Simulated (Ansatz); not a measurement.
# Molecular dynamics, with input and output: CH9ClSi2 (part 1 of 5)

System: CH9ClSi2.
Method: RKS PBE/def2-SVP (Ansatz 0.2.0).

It belongs to a series of runs on one base structure; here: dynamics from the highest image of the converged band. Figures and captions count atoms from 1; the log counts them from 0 in places.

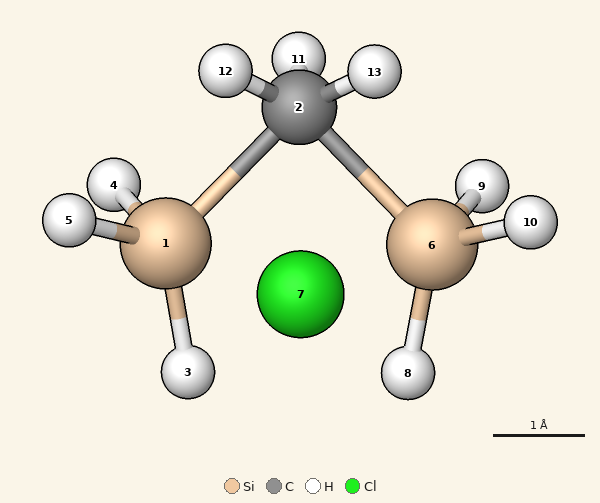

*The starting structure (ball-and-stick view, seen at a tilt; atoms are numbered from 1 in the order of the input).*

## The input
```yaml
crystal:
  periodic: [false, false, false]
  atoms:
    - { symbol: Si, position_ang: [-0.44201, 1.262787, 0.748883] }
    - { symbol: C, position_ang: [-0.374971, 0.093881, -0.995933] }
    - { symbol: H, position_ang: [-0.365504, 0.690612, 2.128869] }
    - { symbol: H, position_ang: [-1.9379, 1.38039, 0.494589] }
    - { symbol: H, position_ang: [0.051497, 2.662592, 0.542286] }
    - { symbol: Si, position_ang: [0.552142, -1.426098, 0.123749] }
    - { symbol: Cl, position_ang: [2.009043, 0.606211, 0.581303] }
    - { symbol: H, position_ang: [0.453357, -1.529205, 1.612589] }
    - { symbol: H, position_ang: [-0.564814, -2.33316, -0.371362] }
    - { symbol: H, position_ang: [1.771341, -1.991379, -0.538875] }
    - { symbol: H, position_ang: [-1.386496, -0.205152, -1.321578] }
    - { symbol: H, position_ang: [-0.161513, 1.145527, -1.327562] }
    - { symbol: H, position_ang: [0.396025, -0.356806, -1.676954] }
basis:
  gaussian: { orbitals: def2-SVP }
hamiltonian:
  xc: pbe
md:
  timestep: 0.5
  n_steps: 200
  ensemble: nve
  temperature: 100.0
  initial_velocities: maxwell_boltzmann
  seed: 5074
```

Launch command:
```bash
ansatz run input.yaml --threads 2 --pin off --max-ram 3072MiB --backend cpu --events-out ev --progress --plain --runs-dir out
```

## Output
```
Engine: ansatz 0.2.0, aarch64-unknown-linux-gnu
Functional definition: PBE
  parameter kappa = 0.804
  parameter beta = 0.06672455060314922
  exchange = pbe_x(kappa = kappa, mu = beta*pi^2/3)
  correlation = pbe_c(beta = beta)
1267 factors; their error is unknown
mean field evaluation 1: about -29429.3396 eV, gradient 4.6e1 eV
mean field evaluation 2: about -29422.2694 eV, gradient 6.5e1 eV
mean field evaluation 4: about -29434.7629 eV, gradient 3.7e0 eV
mean field evaluation 8: about -29434.8078 eV, gradient 5.2e-2 eV
mean field evaluation 16: about -29434.7201 eV, gradient 4.1e-5 eV
mean field -29434.72008275 eV, -1081.7060114710 hartree, gradient 4.1e-5 eV, S^2 0.000000; 0 other end points of the search recorded, 0 dependent functions left out
the calculation of the forces begins
reference -29434.72012131 eV, -1081.7060128884 hartree; 30, 30 occupied and 83, 83 virtual orbitals, 1267 factors
md step     0: t =     0.00 fs  T =   100.0 K  F+E_penalty+E_count = -29434.72008275 eV  E_kin = 0.142186 eV  conserved = -29434.57789675 eV  (26 SCF iters)
these checks for a lower state are left out or cut short: starts, cluster_reference, orbital_swaps, neighbouring_geometries, increment
1267 factors; their error is unknown
mean field -29434.71699173 eV, -1081.7058978784 hartree, gradient 2.6e-5 eV, S^2 0.000000; 0 other end points of the search recorded, 0 dependent functions left out
the calculation of the forces begins
reference -29434.71703034 eV, -1081.7058992970 hartree; 30, 30 occupied and 83, 83 virtual orbitals, 1267 factors
md step     1: t =     0.50 fs  T =    97.9 K  F+E_penalty+E_count = -29434.71699173 eV  E_kin = 0.139131 eV  conserved = -29434.57786038 eV  (29 SCF iters)
[... from here on the SCF iterations and repeated set-up lines of each step are left out, up to the last step ...]
md step     2: t =     1.00 fs  T =    91.8 K  F+E_penalty+E_count = -29434.70835162 eV  E_kin = 0.130582 eV  conserved = -29434.57776998 eV  (30 SCF iters)
md step     3: t =     1.50 fs  T =    83.0 K  F+E_penalty+E_count = -29434.69559263 eV  E_kin = 0.117951 eV  conserved = -29434.57764193 eV  (29 SCF iters)
md step     4: t =     2.00 fs  T =    72.6 K  F+E_penalty+E_count = -29434.68073425 eV  E_kin = 0.103233 eV  conserved = -29434.57750145 eV  (30 SCF iters)
md step     5: t =     2.50 fs  T =    62.3 K  F+E_penalty+E_count = -29434.66600227 eV  E_kin = 0.088630 eV  conserved = -29434.57737210 eV  (30 SCF iters)
md step     6: t =     3.00 fs  T =    53.6 K  F+E_penalty+E_count = -29434.65344044 eV  E_kin = 0.076165 eV  conserved = -29434.57727560 eV  (21 SCF iters)
md step     7: t =     3.50 fs  T =    47.4 K  F+E_penalty+E_count = -29434.64456914 eV  E_kin = 0.067342 eV  conserved = -29434.57722706 eV  (22 SCF iters)
md step     8: t =     4.00 fs  T =    44.3 K  F+E_penalty+E_count = -29434.64015407 eV  E_kin = 0.062922 eV  conserved = -29434.57723174 eV  (21 SCF iters)
md step     9: t =     4.50 fs  T =    44.2 K  F+E_penalty+E_count = -29434.64012415 eV  E_kin = 0.062840 eV  conserved = -29434.57728447 eV  (22 SCF iters)
md step    10: t =     5.00 fs  T =    46.6 K  F+E_penalty+E_count = -29434.64364959 eV  E_kin = 0.066278 eV  conserved = -29434.57737208 eV  (30 SCF iters)
md step    11: t =     5.50 fs  T =    50.6 K  F+E_penalty+E_count = -29434.64935646 eV  E_kin = 0.071882 eV  conserved = -29434.57747488 eV  (30 SCF iters)
md step    12: t =     6.00 fs  T =    54.9 K  F+E_penalty+E_count = -29434.65563294 eV  E_kin = 0.078062 eV  conserved = -29434.57757143 eV  (30 SCF iters)
md step    13: t =     6.50 fs  T =    58.6 K  F+E_penalty+E_count = -29434.66095766 eV  E_kin = 0.083313 eV  conserved = -29434.57764424 eV  (30 SCF iters)
md step    14: t =     7.00 fs  T =    60.8 K  F+E_penalty+E_count = -29434.66417618 eV  E_kin = 0.086493 eV  conserved = -29434.57768321 eV  (30 SCF iters)
md step    15: t =     7.50 fs  T =    61.2 K  F+E_penalty+E_count = -29434.66467034 eV  E_kin = 0.086984 eV  conserved = -29434.57768587 eV  (30 SCF iters)
md step    16: t =     8.00 fs  T =    59.6 K  F+E_penalty+E_count = -29434.66239964 eV  E_kin = 0.084741 eV  conserved = -29434.57765830 eV  (30 SCF iters)
md step    17: t =     8.50 fs  T =    56.4 K  F+E_penalty+E_count = -29434.65781983 eV  E_kin = 0.080211 eV  conserved = -29434.57760854 eV  (30 SCF iters)
md step    18: t =     9.00 fs  T =    52.2 K  F+E_penalty+E_count = -29434.65173629 eV  E_kin = 0.074188 eV  conserved = -29434.57754789 eV  (27 SCF iters)
md step    19: t =     9.50 fs  T =    47.6 K  F+E_penalty+E_count = -29434.64513004 eV  E_kin = 0.067645 eV  conserved = -29434.57748544 eV  (30 SCF iters)
md step    20: t =    10.00 fs  T =    43.3 K  F+E_penalty+E_count = -29434.63900782 eV  E_kin = 0.061579 eV  conserved = -29434.57742855 eV  (30 SCF iters)
md step    21: t =    10.50 fs  T =    40.0 K  F+E_penalty+E_count = -29434.63428214 eV  E_kin = 0.056899 eV  conserved = -29434.57738336 eV  (30 SCF iters)
md step    22: t =    11.00 fs  T =    38.2 K  F+E_penalty+E_count = -29434.63167277 eV  E_kin = 0.054317 eV  conserved = -29434.57735544 eV  (30 SCF iters)
md step    23: t =    11.50 fs  T =    38.2 K  F+E_penalty+E_count = -29434.63161784 eV  E_kin = 0.054268 eV  conserved = -29434.57734990 eV  (21 SCF iters)
md step    24: t =    12.00 fs  T =    40.0 K  F+E_penalty+E_count = -29434.63419697 eV  E_kin = 0.056827 eV  conserved = -29434.57736973 eV  (21 SCF iters)
md step    25: t =    12.50 fs  T =    43.4 K  F+E_penalty+E_count = -29434.63908834 eV  E_kin = 0.061674 eV  conserved = -29434.57741403 eV  (29 SCF iters)
md step    26: t =    13.00 fs  T =    47.9 K  F+E_penalty+E_count = -29434.64558502 eV  E_kin = 0.068108 eV  conserved = -29434.57747726 eV  (30 SCF iters)
md step    27: t =    13.50 fs  T =    52.8 K  F+E_penalty+E_count = -29434.65268234 eV  E_kin = 0.075132 eV  conserved = -29434.57755009 eV  (30 SCF iters)
md step    28: t =    14.00 fs  T =    57.4 K  F+E_penalty+E_count = -29434.65922464 eV  E_kin = 0.081604 eV  conserved = -29434.57762074 eV  (30 SCF iters)
md step    29: t =    14.50 fs  T =    60.8 K  F+E_penalty+E_count = -29434.66408488 eV  E_kin = 0.086407 eV  conserved = -29434.57767830 eV  (29 SCF iters)
md step    30: t =    15.00 fs  T =    62.3 K  F+E_penalty+E_count = -29434.66633849 eV  E_kin = 0.088625 eV  conserved = -29434.57771312 eV  (29 SCF iters)
md step    31: t =    15.50 fs  T =    61.7 K  F+E_penalty+E_count = -29434.66541033 eV  E_kin = 0.087690 eV  conserved = -29434.57772057 eV  (29 SCF iters)
md step    32: t =    16.00 fs  T =    58.7 K  F+E_penalty+E_count = -29434.66116888 eV  E_kin = 0.083470 eV  conserved = -29434.57769871 eV  (30 SCF iters)
md step    33: t =    16.50 fs  T =    53.7 K  F+E_penalty+E_count = -29434.65396690 eV  E_kin = 0.076321 eV  conserved = -29434.57764618 eV  (30 SCF iters)
md step    34: t =    17.00 fs  T =    47.2 K  F+E_penalty+E_count = -29434.64463423 eV  E_kin = 0.067065 eV  conserved = -29434.57756883 eV  (30 SCF iters)
md step    35: t =    17.50 fs  T =    40.0 K  F+E_penalty+E_count = -29434.63439923 eV  E_kin = 0.056924 eV  conserved = -29434.57747552 eV  (30 SCF iters)
md step    36: t =    18.00 fs  T =    33.3 K  F+E_penalty+E_count = -29434.62475146 eV  E_kin = 0.047374 eV  conserved = -29434.57737775 eV  (31 SCF iters)
md step    37: t =    18.50 fs  T =    28.1 K  F+E_penalty+E_count = -29434.61724445 eV  E_kin = 0.039953 eV  conserved = -29434.57729149 eV  (26 SCF iters)
md step    38: t =    19.00 fs  T =    25.3 K  F+E_penalty+E_count = -29434.61324475 eV  E_kin = 0.036012 eV  conserved = -29434.57723259 eV  (21 SCF iters)
md step    39: t =    19.50 fs  T =    25.6 K  F+E_penalty+E_count = -29434.61367167 eV  E_kin = 0.036455 eV  conserved = -29434.57721689 eV  (22 SCF iters)
md step    40: t =    20.00 fs  T =    29.2 K  F+E_penalty+E_count = -29434.61876760 eV  E_kin = 0.041516 eV  conserved = -29434.57725182 eV  (22 SCF iters)
md step    41: t =    20.50 fs  T =    35.6 K  F+E_penalty+E_count = -29434.62797618 eV  E_kin = 0.050641 eV  conserved = -29434.57733553 eV  (22 SCF iters)
md step    42: t =    21.00 fs  T =    44.0 K  F+E_penalty+E_count = -29434.63997081 eV  E_kin = 0.062515 eV  conserved = -29434.57745549 eV  (30 SCF iters)
md step    43: t =    21.50 fs  T =    52.9 K  F+E_penalty+E_count = -29434.65285257 eV  E_kin = 0.075263 eV  conserved = -29434.57758988 eV  (30 SCF iters)
md step    44: t =    22.00 fs  T =    61.0 K  F+E_penalty+E_count = -29434.66449015 eV  E_kin = 0.086775 eV  conserved = -29434.57771480 eV  (30 SCF iters)
md step    45: t =    22.50 fs  T =    66.9 K  F+E_penalty+E_count = -29434.67291779 eV  E_kin = 0.095114 eV  conserved = -29434.57780413 eV  (30 SCF iters)
md step    46: t =    23.00 fs  T =    69.5 K  F+E_penalty+E_count = -29434.67672193 eV  E_kin = 0.098880 eV  conserved = -29434.57784237 eV  (30 SCF iters)
md step    47: t =    23.50 fs  T =    68.6 K  F+E_penalty+E_count = -29434.67530777 eV  E_kin = 0.097486 eV  conserved = -29434.57782192 eV  (30 SCF iters)
md step    48: t =    24.00 fs  T =    64.2 K  F+E_penalty+E_count = -29434.66901375 eV  E_kin = 0.091267 eV  conserved = -29434.57774668 eV  (30 SCF iters)
md step    49: t =    24.50 fs  T =    57.3 K  F+E_penalty+E_count = -29434.65904505 eV  E_kin = 0.081414 eV  conserved = -29434.57763114 eV  (30 SCF iters)
md step    50: t =    25.00 fs  T =    49.1 K  F+E_penalty+E_count = -29434.64724332 eV  E_kin = 0.069746 eV  conserved = -29434.57749725 eV  (29 SCF iters)
md step    51: t =    25.50 fs  T =    41.0 K  F+E_penalty+E_count = -29434.63573500 eV  E_kin = 0.058364 eV  conserved = -29434.57737079 eV  (30 SCF iters)
md step    52: t =    26.00 fs  T =    34.6 K  F+E_penalty+E_count = -29434.62652112 eV  E_kin = 0.049244 eV  conserved = -29434.57727704 eV  (30 SCF iters)
md step    53: t =    26.50 fs  T =    30.8 K  F+E_penalty+E_count = -29434.62108461 eV  E_kin = 0.043850 eV  conserved = -29434.57723421 eV  (22 SCF iters)
md step    54: t =    27.00 fs  T =    30.1 K  F+E_penalty+E_count = -29434.62010121 eV  E_kin = 0.042851 eV  conserved = -29434.57725027 eV  (21 SCF iters)
md step    55: t =    27.50 fs  T =    32.3 K  F+E_penalty+E_count = -29434.62331725 eV  E_kin = 0.045997 eV  conserved = -29434.57732022 eV  (22 SCF iters)
md step    56: t =    28.00 fs  T =    36.7 K  F+E_penalty+E_count = -29434.62962965 eV  E_kin = 0.052203 eV  conserved = -29434.57742712 eV  (30 SCF iters)
md step    57: t =    28.50 fs  T =    42.1 K  F+E_penalty+E_count = -29434.63735327 eV  E_kin = 0.059807 eV  conserved = -29434.57754605 eV  (28 SCF iters)
md step    58: t =    29.00 fs  T =    47.1 K  F+E_penalty+E_count = -29434.64461319 eV  E_kin = 0.066963 eV  conserved = -29434.57764984 eV  (29 SCF iters)
md step    59: t =    29.50 fs  T =    50.7 K  F+E_penalty+E_count = -29434.64976792 eV  E_kin = 0.072052 eV  conserved = -29434.57771638 eV  (29 SCF iters)
md step    60: t =    30.00 fs  T =    52.1 K  F+E_penalty+E_count = -29434.65175768 eV  E_kin = 0.074025 eV  conserved = -29434.57773273 eV  (30 SCF iters)
md step    61: t =    30.50 fs  T =    51.1 K  F+E_penalty+E_count = -29434.65030137 eV  E_kin = 0.072601 eV  conserved = -29434.57770013 eV  (30 SCF iters)
md step    62: t =    31.00 fs  T =    48.0 K  F+E_penalty+E_count = -29434.64589408 eV  E_kin = 0.068264 eV  conserved = -29434.57763005 eV  (29 SCF iters)
md step    63: t =    31.50 fs  T =    43.7 K  F+E_penalty+E_count = -29434.63963032 eV  E_kin = 0.062089 eV  conserved = -29434.57754089 eV  (30 SCF iters)
md step    64: t =    32.00 fs  T =    39.0 K  F+E_penalty+E_count = -29434.63291189 eV  E_kin = 0.055460 eV  conserved = -29434.57745217 eV  (30 SCF iters)
md step    65: t =    32.50 fs  T =    35.0 K  F+E_penalty+E_count = -29434.62713145 eV  E_kin = 0.049750 eV  conserved = -29434.57738111 eV  (30 SCF iters)
md step    66: t =    33.00 fs  T =    32.4 K  F+E_penalty+E_count = -29434.62340937 eV  E_kin = 0.046071 eV  conserved = -29434.57733809 eV  (30 SCF iters)
md step    67: t =    33.50 fs  T =    31.7 K  F+E_penalty+E_count = -29434.62243640 eV  E_kin = 0.045112 eV  conserved = -29434.57732407 eV  (22 SCF iters)
md step    68: t =    34.00 fs  T =    33.1 K  F+E_penalty+E_count = -29434.62443656 eV  E_kin = 0.047100 eV  conserved = -29434.57733683 eV  (21 SCF iters)
md step    69: t =    34.50 fs  T =    36.5 K  F+E_penalty+E_count = -29434.62920981 eV  E_kin = 0.051840 eV  conserved = -29434.57737012 eV  (30 SCF iters)
md step    70: t =    35.00 fs  T =    41.4 K  F+E_penalty+E_count = -29434.63622680 eV  E_kin = 0.058810 eV  conserved = -29434.57741681 eV  (29 SCF iters)
md step    71: t =    35.50 fs  T =    47.3 K  F+E_penalty+E_count = -29434.64473699 eV  E_kin = 0.067265 eV  conserved = -29434.57747206 eV  (30 SCF iters)
md step    72: t =    36.00 fs  T =    53.7 K  F+E_penalty+E_count = -29434.65386175 eV  E_kin = 0.076332 eV  conserved = -29434.57752994 eV  (30 SCF iters)
md step    73: t =    36.50 fs  T =    59.8 K  F+E_penalty+E_count = -29434.66267827 eV  E_kin = 0.085092 eV  conserved = -29434.57758594 eV  (29 SCF iters)
md step    74: t =    37.00 fs  T =    65.2 K  F+E_penalty+E_count = -29434.67028898 eV  E_kin = 0.092652 eV  conserved = -29434.57763718 eV  (29 SCF iters)
md step    75: t =    37.50 fs  T =    69.1 K  F+E_penalty+E_count = -29434.67588294 eV  E_kin = 0.098205 eV  conserved = -29434.57767822 eV  (29 SCF iters)
md step    76: t =    38.00 fs  T =    71.1 K  F+E_penalty+E_count = -29434.67881068 eV  E_kin = 0.101105 eV  conserved = -29434.57770585 eV  (30 SCF iters)
md step    77: t =    38.50 fs  T =    71.0 K  F+E_penalty+E_count = -29434.67865531 eV  E_kin = 0.100942 eV  conserved = -29434.57771328 eV  (28 SCF iters)
md step    78: t =    39.00 fs  T =    68.7 K  F+E_penalty+E_count = -29434.67531774 eV  E_kin = 0.097621 eV  conserved = -29434.57769692 eV  (29 SCF iters)
md step    79: t =    39.50 fs  T =    64.3 K  F+E_penalty+E_count = -29434.66907945 eV  E_kin = 0.091425 eV  conserved = -29434.57765454 eV  (30 SCF iters)
md step    80: t =    40.00 fs  T =    58.4 K  F+E_penalty+E_count = -29434.66063312 eV  E_kin = 0.083045 eV  conserved = -29434.57758764 eV  (30 SCF iters)
md step    81: t =    40.50 fs  T =    51.7 K  F+E_penalty+E_count = -29434.65105416 eV  E_kin = 0.073551 eV  conserved = -29434.57750293 eV  (30 SCF iters)
md step    82: t =    41.00 fs  T =    45.2 K  F+E_penalty+E_count = -29434.64169527 eV  E_kin = 0.064283 eV  conserved = -29434.57741181 eV  (30 SCF iters)
md step    83: t =    41.50 fs  T =    39.9 K  F+E_penalty+E_count = -29434.63400496 eV  E_kin = 0.056676 eV  conserved = -29434.57732903 eV  (29 SCF iters)
md step    84: t =    42.00 fs  T =    36.6 K  F+E_penalty+E_count = -29434.62928997 eV  E_kin = 0.052019 eV  conserved = -29434.57727143 eV  (30 SCF iters)
md step    85: t =    42.50 fs  T =    36.0 K  F+E_penalty+E_count = -29434.62845768 eV  E_kin = 0.051205 eV  conserved = -29434.57725309 eV  (23 SCF iters)
md step    86: t =    43.00 fs  T =    38.3 K  F+E_penalty+E_count = -29434.63179778 eV  E_kin = 0.054517 eV  conserved = -29434.57728082 eV  (23 SCF iters)
md step    87: t =    43.50 fs  T =    43.3 K  F+E_penalty+E_count = -29434.63886608 eV  E_kin = 0.061513 eV  conserved = -29434.57735337 eV  (30 SCF iters)
md step    88: t =    44.00 fs  T =    50.0 K  F+E_penalty+E_count = -29434.64851094 eV  E_kin = 0.071052 eV  conserved = -29434.57745859 eV  (30 SCF iters)
md step    89: t =    44.50 fs  T =    57.3 K  F+E_penalty+E_count = -29434.65906482 eV  E_kin = 0.081489 eV  conserved = -29434.57757590 eV  (28 SCF iters)
md step    90: t =    45.00 fs  T =    64.0 K  F+E_penalty+E_count = -29434.66866770 eV  E_kin = 0.090988 eV  conserved = -29434.57768002 eV  (30 SCF iters)
md step    91: t =    45.50 fs  T =    68.9 K  F+E_penalty+E_count = -29434.67565663 eV  E_kin = 0.097907 eV  conserved = -29434.57774958 eV  (30 SCF iters)
md step    92: t =    46.00 fs  T =    71.1 K  F+E_penalty+E_count = -29434.67891784 eV  E_kin = 0.101148 eV  conserved = -29434.57776981 eV  (30 SCF iters)
md step    93: t =    46.50 fs  T =    70.6 K  F+E_penalty+E_count = -29434.67812249 eV  E_kin = 0.100387 eV  conserved = -29434.57773571 eV  (30 SCF iters)
md step    94: t =    47.00 fs  T =    67.6 K  F+E_penalty+E_count = -29434.67379196 eV  E_kin = 0.096136 eV  conserved = -29434.57765631 eV  (30 SCF iters)
md step    95: t =    47.50 fs  T =    63.0 K  F+E_penalty+E_count = -29434.66717111 eV  E_kin = 0.089623 eV  conserved = -29434.57754810 eV  (30 SCF iters)
md step    96: t =    48.00 fs  T =    58.0 K  F+E_penalty+E_count = -29434.65995883 eV  E_kin = 0.082524 eV  conserved = -29434.57743491 eV  (30 SCF iters)
md step    97: t =    48.50 fs  T =    53.9 K  F+E_penalty+E_count = -29434.65394401 eV  E_kin = 0.076605 eV  conserved = -29434.57733923 eV  (29 SCF iters)
md step    98: t =    49.00 fs  T =    51.6 K  F+E_penalty+E_count = -29434.65063886 eV  E_kin = 0.073359 eV  conserved = -29434.57728028 eV  (22 SCF iters)
md step    99: t =    49.50 fs  T =    51.8 K  F+E_penalty+E_count = -29434.65097467 eV  E_kin = 0.073705 eV  conserved = -29434.57726943 eV  (22 SCF iters)
md step   100: t =    50.00 fs  T =    54.7 K  F+E_penalty+E_count = -29434.65512296 eV  E_kin = 0.077815 eV  conserved = -29434.57730807 eV  (22 SCF iters)
md step   101: t =    50.50 fs  T =    59.8 K  F+E_penalty+E_count = -29434.66247249 eV  E_kin = 0.085085 eV  conserved = -29434.57738780 eV  (30 SCF iters)
md step   102: t =    51.00 fs  T =    66.3 K  F+E_penalty+E_count = -29434.67176172 eV  E_kin = 0.094269 eV  conserved = -29434.57749244 eV  (30 SCF iters)
md step   103: t =    51.50 fs  T =    73.0 K  F+E_penalty+E_count = -29434.68133587 eV  E_kin = 0.103735 eV  conserved = -29434.57760051 eV  (30 SCF iters)
md step   104: t =    52.00 fs  T =    78.6 K  F+E_penalty+E_count = -29434.68948060 eV  E_kin = 0.111790 eV  conserved = -29434.57769075 eV  (30 SCF iters)
md step   105: t =    52.50 fs  T =    82.3 K  F+E_penalty+E_count = -29434.69476364 eV  E_kin = 0.117018 eV  conserved = -29434.57774559 eV  (30 SCF iters)
md step   106: t =    53.00 fs  T =    83.4 K  F+E_penalty+E_count = -29434.69632089 eV  E_kin = 0.118567 eV  conserved = -29434.57775430 eV  (30 SCF iters)
md step   107: t =    53.50 fs  T =    81.8 K  F+E_penalty+E_count = -29434.69402887 eV  E_kin = 0.116313 eV  conserved = -29434.57771542 eV  (30 SCF iters)
md step   108: t =    54.00 fs  T =    78.0 K  F+E_penalty+E_count = -29434.68852459 eV  E_kin = 0.110888 eV  conserved = -29434.57763669 eV  (30 SCF iters)
md step   109: t =    54.50 fs  T =    72.8 K  F+E_penalty+E_count = -29434.68106924 eV  E_kin = 0.103534 eV  conserved = -29434.57753529 eV  (30 SCF iters)
md step   110: t =    55.00 fs  T =    67.4 K  F+E_penalty+E_count = -29434.67328042 eV  E_kin = 0.095849 eV  conserved = -29434.57743187 eV  (30 SCF iters)
md step   111: t =    55.50 fs  T =    62.9 K  F+E_penalty+E_count = -29434.66680523 eV  E_kin = 0.089459 eV  conserved = -29434.57734624 eV  (30 SCF iters)
md step   112: t =    56.00 fs  T =    60.3 K  F+E_penalty+E_count = -29434.66300912 eV  E_kin = 0.085717 eV  conserved = -29434.57729241 eV  (29 SCF iters)
```
